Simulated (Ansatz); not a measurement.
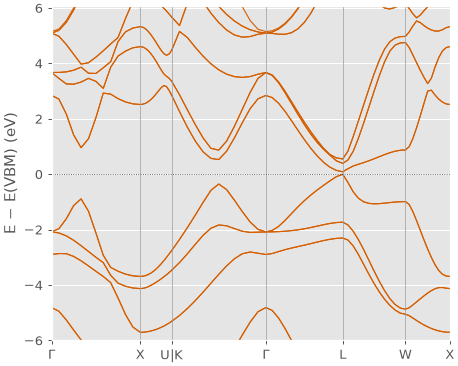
*Band structure from r²SCAN with spin–orbit coupling (plane waves, PAW; program Ansatz)*

### Question
Read off the gap and where the band edges lie.

### Answer
About 0.1 eV (0.09 eV by a search for the band edges); maximum at L, minimum at L.

The material is SnTe (rock salt, space group No. 225).

Space group Fm-3m (rock salt). The cell was relaxed with r²SCAN under the symmetry of its start.

Potentials: the later of the program's two PAW sets.
